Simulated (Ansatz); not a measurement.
## Electronic structure of CH4AlB in real space

```xyz
7

C     0.1483   -0.8922   -0.0874
Al    1.0515   -1.3075    1.4282
B    -0.8383   -1.7944    0.5181
H    -1.9189   -2.2305    0.2609
H    -0.4510   -2.2690    1.6624
H     0.1110   -0.3517   -1.0226
H     1.9837   -1.5432    2.6707
```

Geometry: B3LYP/6-31G*.

Level of theory: Ansatz 0.2.0, isolated molecule in a Gaussian basis; Kohn-Sham density functional theory, functional PBE0.

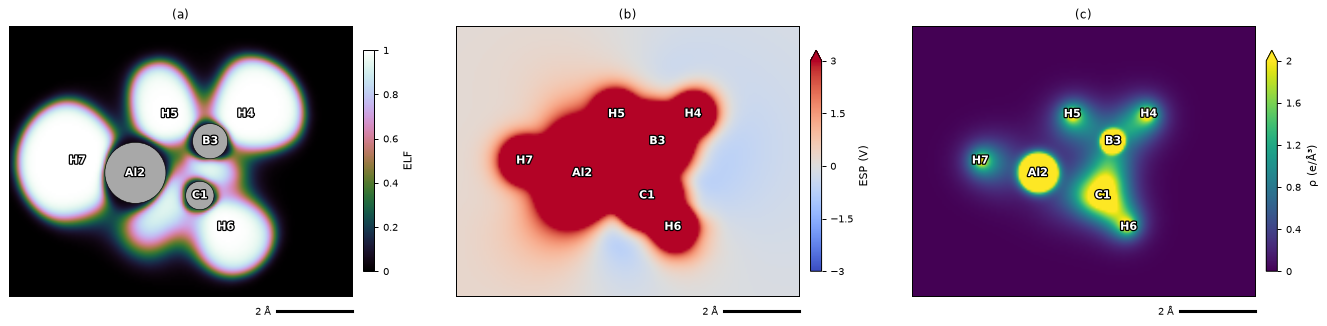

Figure 1. (a) ELF; (b) electrostatic potential; (c) electron density on the molecular plane. Grey discs cover the atomic cores in the ELF map.

Q: What does the map show?

A: The plane passes through C, Al, B and H nuclei. C–B (1.47 Å): ρ is about 1.6 e/Å³ halfway; the ELF peaks at about 0.90 between the atoms: a covalent bond. C–Al (1.81 Å): ρ is about 0.78 e/Å³ halfway; the ELF peaks at about 0.85 in the valence shell of C, 0.7 Å from its nucleus, and is about 0.65 at the midpoint. Al–B (2.15 Å): ρ is about 0.43 e/Å³ halfway; the ELF is about 0.35 at the midpoint. C–H (1.08 Å): the density is about 2 e/Å³ at the midpoint; the ELF climbs to about 1 towards the hydrogen, as it does in any bond to H (an ordinary covalent bond to hydrogen). B–H (1.19 Å): ρ at the midpoint is about 1.2 e/Å³; the ELF climbs to about 1 towards the hydrogen (an ordinary covalent bond to hydrogen). Outside the dense part of the molecule the potential is most negative (−0.7 V) near C1.

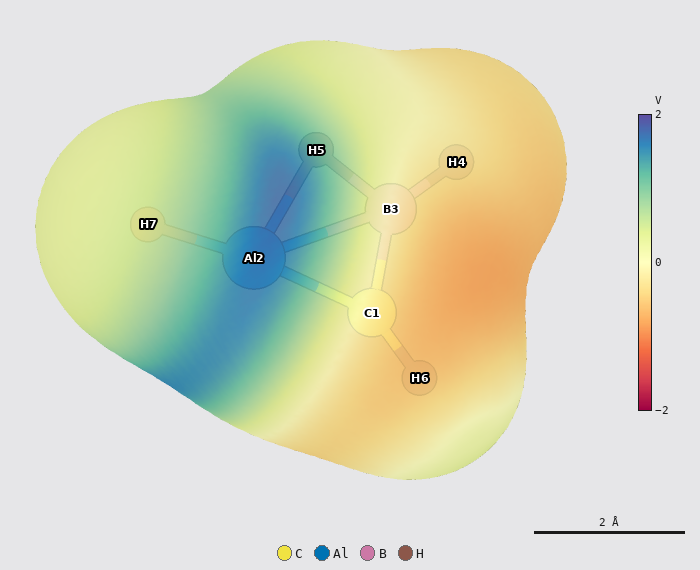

Figure 2. The electrostatic potential painted on the density surface at 0.001 e/bohr³, seen at a tilt; red is negative and blue positive.

Q: Where is the surface potential most negative and most positive?

A: The most negative region (about −0.8 V) lies over the π face of C1, the most positive (about +1.7 V) over Al2.

Q: How polar is the molecule by this calculation?

A: Its dipole moment is 2.19 D.

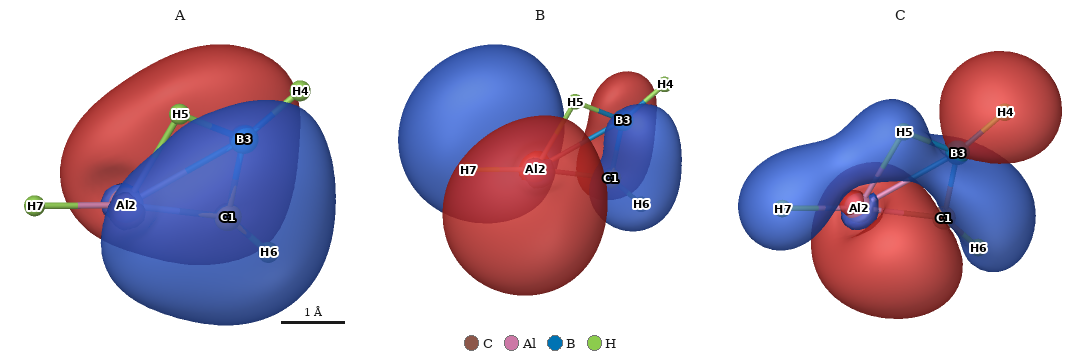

Figure 3. Three frontier orbitals at ±0.06 Å⁻³ᐟ² (red and blue are the two phases), in no order.

Q: Which picture is the HOMO−1, the HOMO and the LUMO?

A: C is the HOMO−1 (−7.60 eV). It lies mainly on C1 (about 45 %), Al2 (about 25 %), B3 (about 15 %) and H4 (about 10 %); it is symmetric in the molecular plane (an in-plane orbital: σ, lone-pair or in-plane π type). A is the HOMO (−7.03 eV). By Hirshfeld shares it lies mainly on C1 (about 45 %), B3 (about 25 %) and Al2 (about 20 %); it changes sign across the molecular plane (π type); π-bonding across C1–Al2, C1–B3 and Al2–B3. B is the LUMO (−1.00 eV). It lies mainly on Al2 (about 70 %), H7 (about 10 %), C1 (about 10 %) and B3 (about 5 %); it changes sign across the molecular plane (π type).

Q: What is the HOMO–LUMO gap?

A: 6.03 eV between the orbital energies.

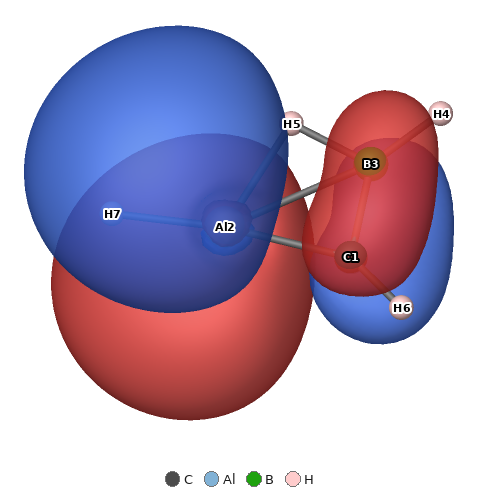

Figure 4. One frontier orbital at ±0.06 Å⁻³ᐟ² (blue and red are the two phases), seen at a tilt.

Q: Which orbital is it: HOMO or LUMO?

A: The LUMO, at −1.00 eV. By Hirshfeld shares it lies mainly on Al2 (about 70 %), H7 (about 10 %), C1 (about 10 %) and B3 (about 5 %); it changes sign across the molecular plane (π type).
